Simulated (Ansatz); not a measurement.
**[PH4]+ (phosphonium): BHLYP/3-21G**

What is the energy change on altering one bond length of [PH4]+ (phosphonium) at BHLYP/3-21G? 

Program for the calculation: Ansatz 0.2.0.

**1. Starting point**

The species is [PH4]+ (5 atoms), meant as a singlet with charge +1. SMILES: `[PH4+]`. The shape is that of a GFN2-xTB optimisation.

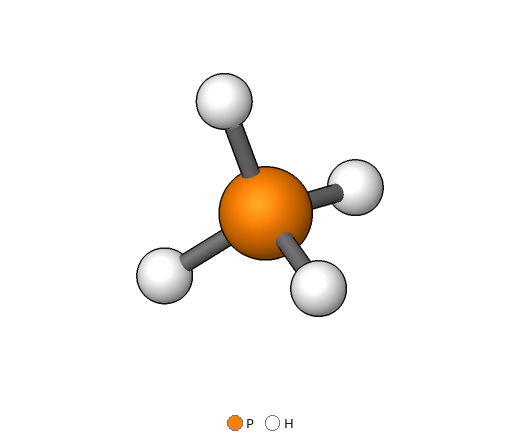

Viewed from a chosen angle; phosphorus orange, hydrogen white.

**2. A single-point energy at BHLYP/3-21G**

run.yaml reads:

```yaml
crystal:
  periodic: [false, false, false]
  atoms:
    - {symbol: P, position_ang: [-0.000020, -0.000000, 0.000050]}
    - {symbol: H, position_ang: [1.357460, -0.061330, 0.210450]}
    - {symbol: H, position_ang: [-0.617320, -1.016050, 0.691010]}
    - {symbol: H, position_ang: [-0.261860, -0.133750, -1.343340]}
    - {symbol: H, position_ang: [-0.478250, 1.211140, 0.441830]}
basis:
  gaussian: {orbitals: 3-21G.json}
total_charge: 1
magnetization: {spin_polarized: false}
hamiltonian: {xc: {name: BHLYP}}
accuracy: high
```

The basis set 3-21G is read from a file made from the Basis Set Exchange's data (not shown).

Run with:

```bash
$ ansatz run run.yaml --threads 1 --pin off --max-ram 2610MiB --events-out events.jsonl --progress --plain --runs-dir runs
```

Standard output:

```text
Warning: RAYON_NUM_THREADS=1 ignored (pool sized by the plan → 1); use --threads N
Functional definition: BHLYP
  name "BHLYP"
  parameter a = 0.5
  exchange = (1 - a)*b88_x + a*exact_x
  correlation = lyp_c
423 factors; integrals over basis functions are off by at most 4.4e-9 eV
mean field evaluation 1: about -9296.6395 eV, gradient 1.2e1 eV
mean field evaluation 2: about -9296.9891 eV, gradient 6.3e0 eV
mean field evaluation 4: about -9297.0962 eV, gradient 1.4e-1 eV
mean field evaluation 8: about -9297.0729 eV, gradient 6.4e-5 eV
mean field -9297.07293300 eV, -341.6611285053 hartree, gradient 1.1e-8 eV, S^2 0.000000; 0 other end points of the search recorded, 0 dependent functions left out
reference -9297.07295076 eV, -341.6611291579 hartree; 9, 9 occupied and 12, 12 virtual orbitals, 423 factors
Total energy: -9297.07295076 eV, -341.6611291579 hartree
```

Run time: 0.67 s. Hardware: 1 thread of AMD EPYC 7R43 (Zen 3), shared host; peak memory 0.1 GiB.

**3. The distorted shape, same level**

input.yaml reads:

```yaml
crystal:
  periodic: [false, false, false]
  atoms:
    - {symbol: P, position_ang: [0.154283, 0.253976, -0.172665]}
    - {symbol: H, position_ang: [1.511763, 0.192646, 0.037735]}
    - {symbol: H, position_ang: [-0.617320, -1.016050, 0.691010]}
    - {symbol: H, position_ang: [-0.107557, 0.120226, -1.516055]}
    - {symbol: H, position_ang: [-0.323947, 1.465116, 0.269115]}
basis:
  gaussian: {orbitals: 3-21G.json}
hamiltonian: {xc: {name: BHLYP}}
accuracy: high
total_charge: 1
```

The basis set 3-21G is read from a file made from the Basis Set Exchange's data (not shown).

Run with:

```bash
$ ansatz run input.yaml --threads 1 --pin off --max-ram 2610MiB --events-out events.jsonl --progress --plain --runs-dir runs
```

Standard output:

```text
Warning: RAYON_NUM_THREADS=1 ignored (pool sized by the plan → 1); use --threads N
[... 5 set-up lines as earlier in the session ...]
419 factors; integrals over basis functions are off by at most 4.0e-9 eV
mean field evaluation 1: about -9295.7466 eV, gradient 1.3e1 eV
mean field evaluation 2: about -9296.1639 eV, gradient 8.3e0 eV
mean field evaluation 4: about -9296.3729 eV, gradient 1.9e-1 eV
mean field evaluation 8: about -9296.3508 eV, gradient 1.6e-4 eV
mean field -9296.35081657 eV, -341.6345912159 hartree, gradient 7.4e-9 eV, S^2 0.000000; 0 other end points of the search recorded, 0 dependent functions left out
reference -9296.35083483 eV, -341.6345918870 hartree; 9, 9 occupied and 12, 12 virtual orbitals, 419 factors
Total energy: -9296.35083483 eV, -341.6345918870 hartree
```

Run time: 0.63 s. Hardware: 1 thread of AMD EPYC 7R43 (Zen 3), shared host; peak memory 0.1 GiB.

**4. Summary of results**

At BHLYP/3-21G:

| quantity | value |
| --- | --- |
| first shape: total energy | -341.66113 Eh |
| distorted shape: total energy | -341.63459 Eh |
| energy change with the P1–H3 bond stretched from 1.375 to 1.719 Å | 0.722 eV |

What this shows: With the P1–H3 bond stretched from 1.375 to 1.719 Å the energy rises by 0.72 eV (69.7 kJ/mol). The first shape isn't relaxed at this level, so the change isn't measured from a minimum.
